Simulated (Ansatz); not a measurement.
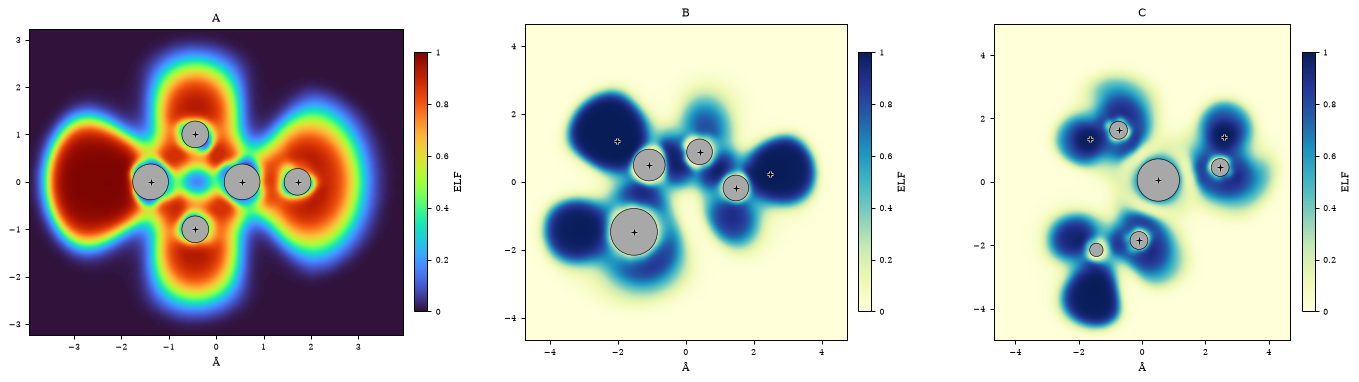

The electron localisation function of 3 systems, each on a plane through atoms (crosses mark nuclei in the plane; grey discs cover the cores).

Level of theory: isolated molecule in a Gaussian basis; Kohn-Sham density functional theory, functional PBE0 in Ansatz 0.2.0.

System 1: C$_{2}$O$_{3}$, the molecular plane. Geometry: B3LYP/6-31G*.

```xyz
5

C    -0.6991   -0.0196    0.0163
C     0.2458   -1.5449    0.7327
O    -0.5806   -1.3723   -0.3535
O     0.1499   -0.2281    1.1193
O    -1.2718    0.9046   -0.4175
```

System 2: C$_{2}$H$_{7}$InO$_{3}$ (SMILES CC[O][In]([OH])[OH]), the plane of atoms O4, In3 and O6. Geometry: r2SCAN-D4/def2-SVP; core potentials replace the inner electrons of In.

```yaml
atoms:
  - { symbol: C, position_ang: [-2.3555, -0.4149, -0.3724] }
  - { symbol: C, position_ang: [-1.2741, -1.3556, 0.1361] }
  - { symbol: In, position_ang: [0.3657, 0.9795, 0.9380] }
  - { symbol: O, position_ang: [-0.5116, -0.8049, 1.1856] }
  - { symbol: O, position_ang: [0.5740, 1.8792, -0.8479] }
  - { symbol: O, position_ang: [1.0727, 1.9446, 2.5279] }
  - { symbol: H, position_ang: [-2.9695, -0.8810, -1.1605] }
  - { symbol: H, position_ang: [-1.9051, 0.5006, -0.8017] }
  - { symbol: H, position_ang: [-3.0203, -0.1124, 0.4527] }
  - { symbol: H, position_ang: [-0.6337, -1.6796, -0.7134] }
  - { symbol: H, position_ang: [-1.7440, -2.2758, 0.5336] }
  - { symbol: H, position_ang: [0.3179, 1.2848, -1.5677] }
  - { symbol: H, position_ang: [1.4698, 2.7798, 2.2389] }
```

System 3: C$_{2}$H$_{8}$BSeZn (SMILES CCB[SeH+][ZnH]) (charge +1), the plane of atoms C2, B3 and H11. Geometry: PBE0-D3(BJ)/pcseg-1.

```xyz
13

C    -0.7065    0.0674    1.1904
C    -0.8473    0.5529   -0.2436
B     0.3998    0.8430   -1.0843
Se    2.1763    0.9368   -0.1208
Zn    2.1837   -1.2909    0.8735
H    -0.2482   -0.9370    1.2391
H    -0.1246    0.7611    1.8126
H    -1.6797   -0.0453    1.6804
H    -1.4992   -0.1079   -0.8400
H    -1.4069    1.5103   -0.2804
H     0.4643    1.0949   -2.2463
H     3.0746    0.7491   -1.2761
H     2.2680   -2.6850    1.4902
```

**Match each panel to its system.**

Panel A is system 1, C$_{2}$O$_{3}$: the plane holds C and O. C–O (1.17 Å): the ELF peaks at about 0.85 between the atoms (a short, multiple covalent bond). Panel B is system 3, C$_{2}$H$_{8}$BSeZn: the plane holds C, B, Se and H. C–C (1.52 Å): the ELF peaks at about 0.95 between the atoms; a shared electron pair. Panel C is system 2, C$_{2}$H$_{7}$InO$_{3}$: the plane holds In, O and H. In–O (1.99 Å): the ELF peaks at about 0.85 in the valence shell of O, 0.6 Å from its nucleus, and drops to about 0.15 between the two atoms.
